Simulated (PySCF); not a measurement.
Input file:

```
{"job": {"kind": "nmr", "xc": "PBE0", "basis": "pcSseg-1"}, "charge": 0, "multiplicity": 1}
N      2.918778    -0.943537    -1.743106
C      2.561498    -0.318855    -0.854908
C      2.108239     0.465757     0.265214
C      0.573968     0.462282     0.371241
C      0.036298    -0.960549     0.548247
C     -1.441051    -0.960974     0.945070
Si    -2.415128     0.061350    -0.333701
O     -1.418332     1.271614    -0.770551
C     -0.031040     1.134473    -0.864847
H      2.548136     0.048642     1.175939
H      2.477101     1.488176     0.139854
H      0.287472     1.056443     1.246706
H      0.171075    -1.509429    -0.387847
H      0.625694    -1.474806     1.314649
H     -1.535421    -0.523768     1.941145
H     -1.793404    -1.988608     1.022225
H     -2.737071    -0.798205    -1.477756
H     -3.544741     0.802351     0.203110
H      0.225254     0.553088    -1.760109
H      0.377527     2.145235    -0.983610
```

Command:

```sh
OMP_NUM_THREADS=1 python probes_run.py task.json out
```

Geometry: GFN2-xTB.

Theory: PBE0/pcSseg-1, SCF density, gas phase, non-relativistic in PySCF.

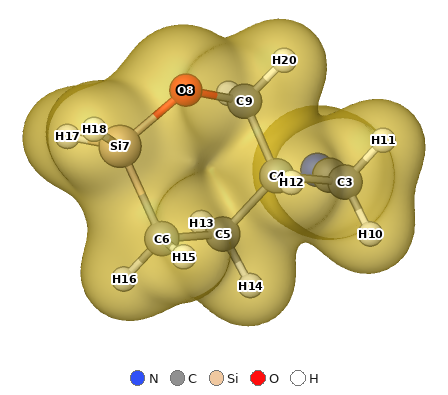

C6H11NOSi. Isosurface of the total electron density at 0.1 e/Å³ (yellow), seen at an oblique angle.

**What does this surface tell about the bonding?**

At this value the surface is in one piece. It bridges the sampled C–N (1.14 Å), C–O (1.40 Å), C–C (1.44 Å) and Si–O (1.63 Å) contacts, where the density stays above the isovalue. On the grid the lowest density along these lines, outside the cores, is 3.4 e/Å³ (C–N, 1.14 Å), 1.8 e/Å³ (C–O, 1.40 Å), 1.8 e/Å³ (C–C, 1.44 Å) and 1 e/Å³ (Si–O, 1.63 Å).
